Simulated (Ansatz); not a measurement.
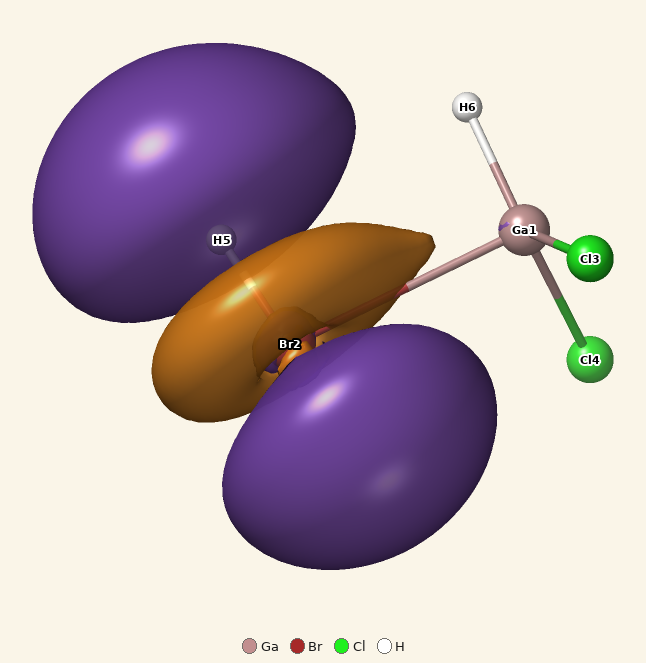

The picture shows: BrCl2GaH2. The LUMO at ±0.06 Å⁻³ᐟ² (orange and purple are the two phases), seen from one side.

The product side of a reaction path; geometry: PBE0-D4/def2-TZVP; a saddle point, not a minimum.

Level of theory: RKS PBE0-D4/def2-TZVPP in Ansatz.

Input

```
crystal:
  periodic: [false, false, false]
  atoms:
    - {symbol: Ga, position_ang: [-0.083901, -0.850814, 0.279911]}
    - {symbol: Br, position_ang: [0.544726, 1.817110, -0.631305]}
    - {symbol: Cl, position_ang: [0.821175, -1.873636, -1.372316]}
    - {symbol: Cl, position_ang: [1.134089, -0.781041, 2.042527]}
    - {symbol: H, position_ang: [-0.808703, 2.260402, -0.649129]}
    - {symbol: H, position_ang: [-1.607386, -0.572019, 0.330311]}
basis:
  gaussian: {orbitals: def2-TZVPP}
hamiltonian: {xc: pbe0, dispersion: d4}
output: {orbitals: {seedname: orbitals}}
```

Run with:

```sh
ansatz run in.yaml --threads 8 --pin off --events-out ev --progress --plain --max-ram 19148MiB
```

Question: What is the character of this orbital?

Answer: Its weight (Hirshfeld) is mainly on Br2 (about 50 %) and H5 (about 40 %). Its energy is −1.14 eV.
